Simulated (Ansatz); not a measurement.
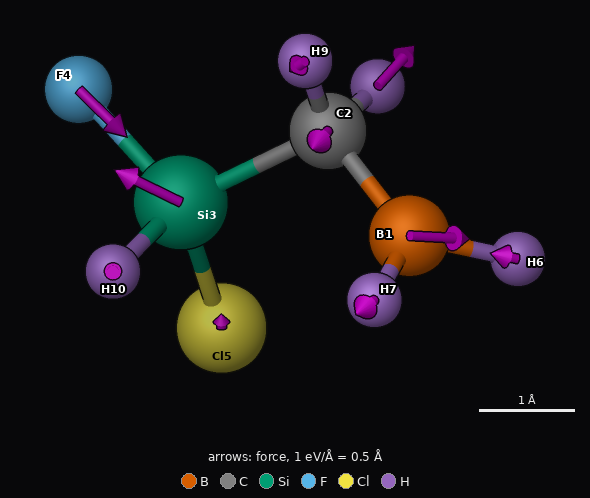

Starting geometry of CH$_{5}$BClFSi (coarse preliminary run) with the computed forces as purple arrows. Style: ball-and-stick. Shown at a tilt.

The start comes from a force field.

Theory: RKS PBE-D4/def2-SVP (Ansatz 0.2.0). Set-up: force threshold 0.03 eV/Å; at most 200 steps.

Is this structure relaxed? If not, where do the atoms go?

Answer. It isn't relaxed: the largest force vector, on the B atom, is 1.71 eV/Å. The final displacements have little in common with the starting forces (cosine between the two patterns 0.14). The energy falls by 5.78 kcal/mol in 15 accepted moves (16 points after the start). The largest force component goes from 1.6 to 0.021 eV/Å. The line search rejected the trial step at point 11 of the run. The forces were under the threshold at step 12, but the run went on from there. The Cl atom moves most after the best rigid fit: 0.51 Å. By element the largest moves are Cl 0.51 Å, F 0.50 Å, H 0.43 Å, B 0.20 Å, C 0.16 Å, Si 0.08 Å. Near-neighbour distances that change, for instance: F–Si 1.687 → 1.635 Å, C–H 1.068 → 1.109 Å, B–H 1.253 → 1.215 Å, B–H 1.182 → 1.219 Å. Bond angles that change, for instance: Si–C–H 111.3° → 102.7°, B–C–H 105.3° → 113.6°, C–Si–H 107.8° → 113.6°. Groups turn about C–Si by about 30°.
